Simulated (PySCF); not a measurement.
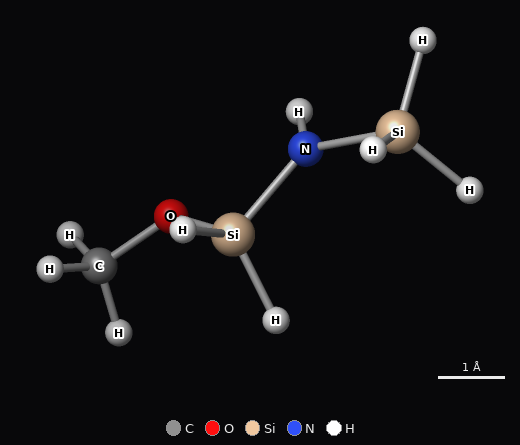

**Figure 1.** The structure (ball-and-stick view, seen at a tilt). Bond lengths as drawn: C–H 1.09 Å, C–O 1.39 Å, H–N 1.01 Å, H–Si 1.46 to 1.47 Å, N–Si 1.72 Å and O–Si 1.62 Å.

**CH9NOSi2: excited-state calculation**

CH9NOSi2, SMILES CO[SiH2]N[SiH3], computed with TDDFT wB97X-D/def2-SVPD, vertical, gas phase, core orbitals frozen in the response (PySCF 2.14.0).

The geometry comes from this level: GFN2-xTB. It belongs to a series of runs on one base structure; here: constitutional isomer.

Input file:
```
{"job": {"kind": "uv", "xc": "wB97X-D", "basis": "def2-SVPD", "nstates": 8, "ntriplets": 3}, "charge": 0, "multiplicity": 1}
C     -2.805881    -0.165812     0.105916
O     -1.444508    -0.326414    -0.127954
Si    -0.236226     0.355955     0.713520
N      1.135150    -0.248226    -0.127183
Si     2.791517    -0.060130     0.312151
H     -3.078515    -0.550283     1.092032
H     -3.091333     0.887888     0.056453
H     -3.350866    -0.719881    -0.659453
H     -0.288451     1.818814     0.636034
H     -0.265844    -0.059821     2.120709
H      0.930321    -0.917926    -0.850503
H      3.161877    -0.937458     1.429859
H      2.975027     1.332269     0.714820
H      3.567054    -0.409448    -0.878517
```

The first line tells a small driver script what to run in PySCF; the rest is the geometry in Å.

Launch command:
```bash
OMP_NUM_THREADS=1 python <driver script> task.json out
```

What the program printed:
```
coarse grid: 12064 points
cycle   1  E = -751.9749538616  dE =  3.891e-01  |g| = 7.197e-01  |ddm| = 4.480e+00
cycle   2  E = -751.9449838318  dE =  2.997e-02  |g| = 8.487e-01  |ddm| = 1.401e+00
cycle   3  E = -752.0799390057  dE = -1.350e-01  |g| = 5.006e-02  |ddm| = 6.644e-01
cycle   4  E = -752.0804082442  dE = -4.692e-04  |g| = 3.073e-02  |ddm| = 1.240e-01
cycle   5  E = -752.0806026115  dE = -1.944e-04  |g| = 6.873e-03  |ddm| = 4.311e-02
cycle   6  E = -752.0806146958  dE = -1.208e-05  |g| = 7.576e-04  |ddm| = 1.590e-02
cycle   7  E = -752.0806150475  dE = -3.517e-07  |g| = 2.483e-04  |ddm| = 4.273e-03
final grid: 105608 points
cycle   8  E = -752.1828267031  dE = -6.353e-05  |g| = 5.904e-03  |ddm| = 1.266e-01
cycle   9  E = -752.1828268592  dE = -1.560e-07  |g| = 6.046e-03  |ddm| = 2.066e-02
cycle  10  E = -752.1828345239  dE = -7.665e-06  |g| = 4.304e-04  |ddm| = 5.726e-03
cycle  11  E = -752.1828345842  dE = -6.033e-08  |g| = 1.405e-04  |ddm| = 1.806e-03
cycle  12  E = -752.1828345894  dE = -5.173e-09  |g| = 6.548e-05  |ddm| = 4.270e-04
cycle  13  E = -752.1828345903  dE = -9.295e-10  |g| = 1.626e-05  |ddm| = 8.507e-05
```

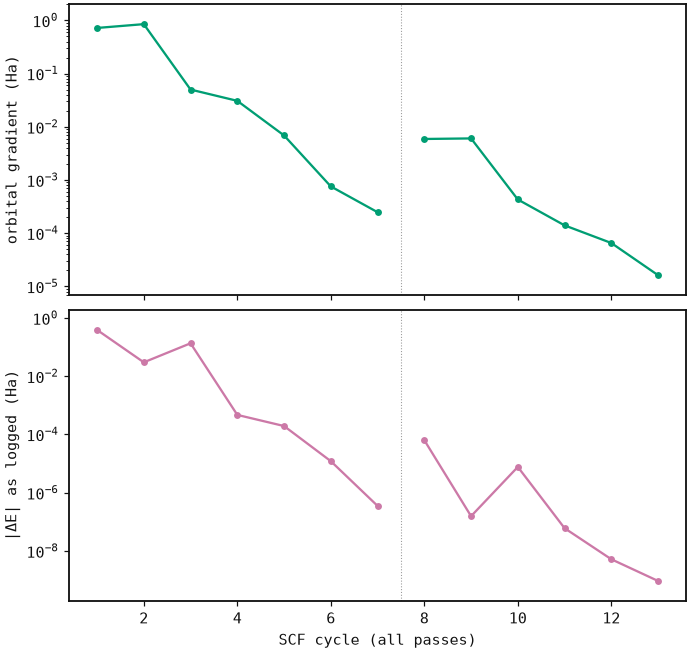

**Figure 2.** Convergence of the self-consistent field: orbital gradient and size of the energy change against the SCF cycle. The dotted line marks the change from a coarse to the final integration grid. The first 7 cycles use a coarse grid, the final grid takes over at cycle 8, and the field converges after 13 cycles in all.

```
converged SCF energy = -752.1828345903

Static polarisability (au): isotropic 75.254, principal 66.859 68.711 90.194

Singlet excitations
state   eV       nm        f      main configurations
  1   6.2309    199.0   0.00352   H->L 0.94
  2   6.9274    179.0   0.00039   H->L+1 0.57, H->L+3 0.30
  3   7.3066    169.7   0.00190   H-1->L 0.66, H-1->L+1 0.17
  4   7.7911    159.1   0.04319   H->L+2 0.77
  5   7.8597    157.7   0.00606   H->L+3 0.27, H->L+4 0.17, H->L+6 0.16
  6   7.9541    155.9   0.01341   H->L+5 0.33, H-1->L+1 0.18, H->L+4 0.13
  7   8.1355    152.4   0.01640   H-1->L+1 0.34, H-1->L 0.12, H->L+4 0.10
  8   8.2178    150.9   0.05299   H->L+4 0.27, H->L+5 0.26, H->L+6 0.17

Triplet excitations (Tamm-Dancoff, eV): 5.9865 6.7983 7.1168
```

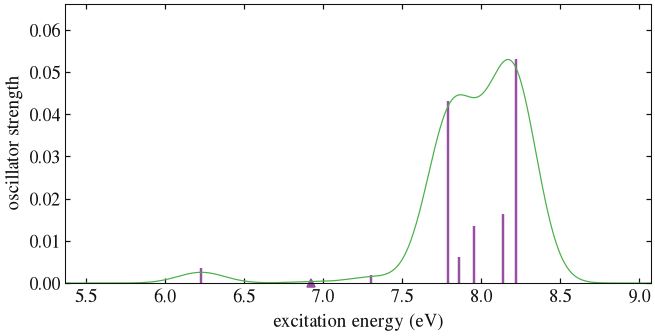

**Figure 3.** Computed excitations as sticks (degenerate states added up, dark ones marked on the axis), with a Gaussian envelope of 0.35 eV full width at half maximum, scaled to the tallest. Of the 8 states the lowest lies at 6.23 eV (f = 0.004); the strongest line is at 8.22 eV, or 151 nm (f = 0.053).

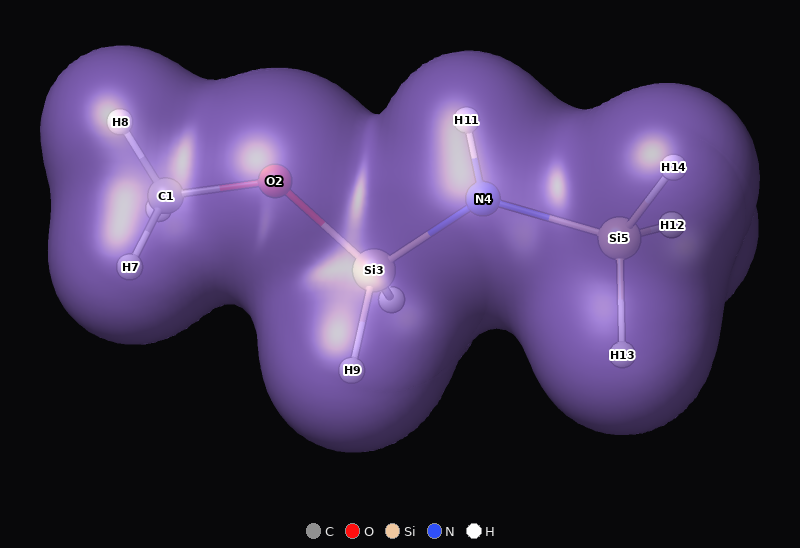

**Figure 4.** Isosurface of the electron density at 0.05 e/Å³ (purple), seen at a tilt. At this value the surface is in one piece. On the grid the lowest density along these lines, outside the cores, is 1.8 e/Å³ (C–O, 1.39 Å), 0.98 e/Å³ (Si–O, 1.62 Å), 0.93 e/Å³ (Si–N, 1.72 Å) and 2.2 e/Å³ (N–H, 1.01 Å).

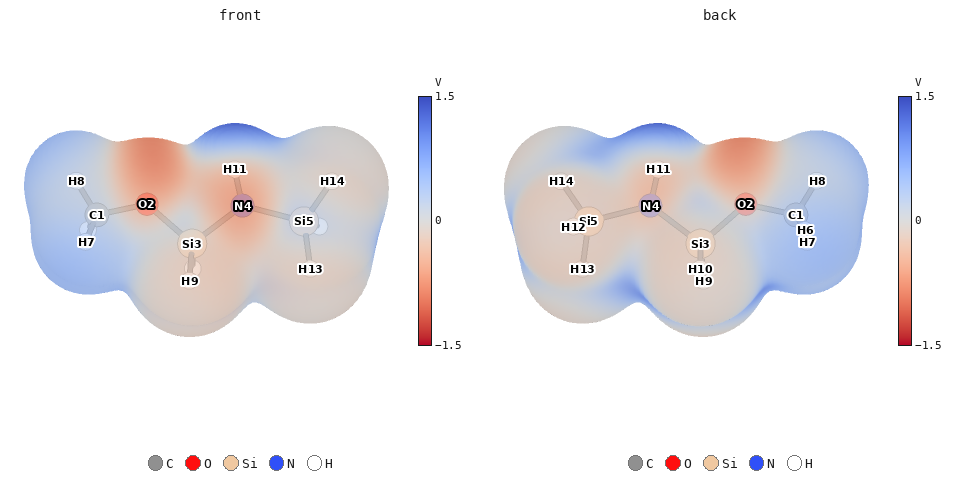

**Figure 5.** The electrostatic potential painted on the density surface at 0.001 e/bohr³, seen at a tilt and from behind; red is negative and blue positive.

Key numbers:

| quantity | value |
| --- | --- |
| outcome | converged |
| total energy | −752.182835 hartree |
| HOMO | −9.21 eV |
| LUMO | 1.70 eV |
| dipole moment | 1.10 D |
| mean polarisability | 75.25 a.u. |
| lowest singlet excitation | 6.23 eV |
| hardware | 1 CPU thread, shared host |
| wall time | 30 s |
| peak memory | 0.75 GiB |
